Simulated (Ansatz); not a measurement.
**U-revPBE/STO-3G run of AlHSCl (SMILES [SH][Al][Cl])**

What is the energy change on altering one bond length of AlHSCl at U-revPBE/STO-3G? 

The calculation is run with Ansatz 0.2.0.

73 further runs of the same task are left out: 8 that didn't finish, 65 set aside as unsound or not needed.

### 1 The structure to begin with

AlHSCl: 4 atoms, total charge 0, spin state doublet. SMILES: `[SH][Al][Cl]`. Geometry: relaxed at PBE0-D4/def2-TZVP.

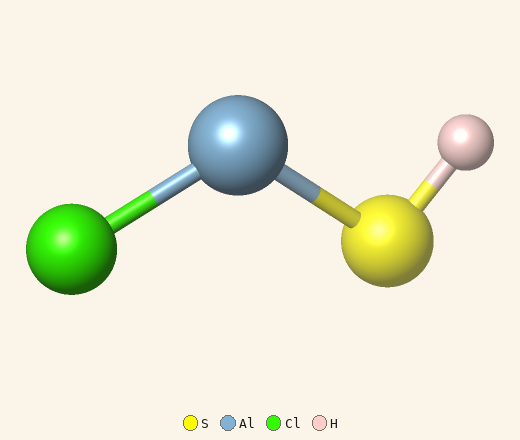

The structure, seen from a chosen angle (sulfur yellow, aluminium light blue, chlorine green, hydrogen pink).

### 2 The energy at U-revPBE/STO-3G

File job.yaml:

```yaml
crystal:
  periodic: [false, false, false]
  atoms:
    - {symbol: S, position_ang: [0.439800, 0.984900, -0.744700]}
    - {symbol: Al, position_ang: [-0.394100, -0.525900, 0.609100]}
    - {symbol: Cl, position_ang: [0.226200, -2.507400, 0.251000]}
    - {symbol: H, position_ang: [-0.216400, 1.988100, -0.135600]}
basis:
  gaussian:
    orbitals: STO-3G
magnetization:
  spin_polarized: true
  initial_magnetization: 1
hamiltonian:
  xc: {name: revPBE}
accuracy: high
```

Command:

```bash
$ ansatz run job.yaml --threads 1 --pin off --max-ram 2610MiB --events-out events.jsonl --progress --plain --runs-dir runs
```

What it wrote:

```text
Warning: RAYON_NUM_THREADS=1 ignored (pool sized by the plan → 1); use --threads N
Functional definition: revPBE
  name "revPBE"
  parameter kappa = 1.245
  parameter beta = 0.06672455060314922
  exchange = pbe_x(kappa = kappa, mu = beta*pi^2/3)
  correlation = pbe_c(beta = beta)
501 factors; integrals over basis functions are off by at most 4.8e-9 eV
mean field evaluation 1: about -29628.6532 eV, gradient 1.5e1 eV
mean field evaluation 2: about -29621.1350 eV, gradient 3.5e1 eV
mean field evaluation 4: about -29630.8125 eV, gradient 1.8e0 eV
mean field evaluation 8: about -29630.8289 eV, gradient 4.5e-2 eV
mean field evaluation 16: about -29630.8289 eV, gradient 9.4e-7 eV
mean field -29630.82888386 eV, -1088.9128769845 hartree, gradient 1.4e-8 eV, S^2 0.752635; 0 other end points of the search recorded, 0 dependent functions left out
reference -29630.82888618 eV, -1088.9128770698 hartree; 24, 23 occupied and 4, 5 virtual orbitals, 501 factors
Total energy: -29630.82888618 eV, -1088.9128770698 hartree
```

Run time: 2.5 s. Hardware: 1 thread of Arm Neoverse V1, shared host; peak memory 0.15 GiB.

### 3 The distorted shape at the same level

File in.yaml:

```yaml
crystal:
  periodic: [false, false, false]
  atoms:
    - {symbol: S, position_ang: [0.603860, 0.734084, -0.896985]}
    - {symbol: Al, position_ang: [-0.230040, -0.776716, 0.456815]}
    - {symbol: Cl, position_ang: [0.390260, -2.758216, 0.098715]}
    - {symbol: H, position_ang: [-0.216400, 1.988100, -0.135600]}
basis:
  gaussian:
    orbitals: STO-3G
magnetization:
  spin_polarized: true
  initial_magnetization: 1
hamiltonian:
  xc: {name: revPBE}
accuracy: high
```

Command:

```bash
$ ansatz run in.yaml --threads 1 --pin off --max-ram 2610MiB --events-out events.jsonl --progress --plain --runs-dir runs
```

What it wrote, shortened:

```text
Warning: RAYON_NUM_THREADS=1 ignored (pool sized by the plan → 1); use --threads N
[... 6 set-up lines as earlier in the session ...]
501 factors; integrals over basis functions are off by at most 9.2e-9 eV
mean field evaluation 1: about -29627.8707 eV, gradient 1.5e1 eV
mean field evaluation 2: about -29621.1726 eV, gradient 3.3e1 eV
mean field evaluation 4: about -29629.9182 eV, gradient 2.6e0 eV
mean field evaluation 8: about -29629.9480 eV, gradient 2.8e-2 eV
mean field evaluation 16: about -29629.9480 eV, gradient 8.0e-7 eV
mean field -29629.94800062 eV, -1088.8805051228 hartree, gradient 9.6e-8 eV, S^2 0.752693; 0 other end points of the search recorded, 0 dependent functions left out
reference -29629.94800299 eV, -1088.8805052096 hartree; 24, 23 occupied and 4, 5 virtual orbitals, 501 factors
Total energy: -29629.94800299 eV, -1088.8805052096 hartree
```

Run time: 2.5 s. Hardware: 1 thread of Arm Neoverse V1, shared host; peak memory 0.15 GiB.

### 4 Summary of results

At U-revPBE/STO-3G:

| quantity | value |
| --- | --- |
| first shape: total energy | -1088.91288 Eh |
| first shape: ⟨S²⟩ | 0.753 |
| distorted shape: total energy | -1088.88051 Eh |
| distorted shape: ⟨S²⟩ | 0.753 |
| energy change with the S1–H4 bond stretched from 1.345 to 1.681 Å | 0.881 eV |

**Reading.** With the S1–H4 bond stretched from 1.345 to 1.681 Å the energy rises by 0.88 eV (20.3 kcal/mol). The first shape isn't relaxed at this level, so the change isn't measured from a minimum. The minimal basis adds a large error of its own.
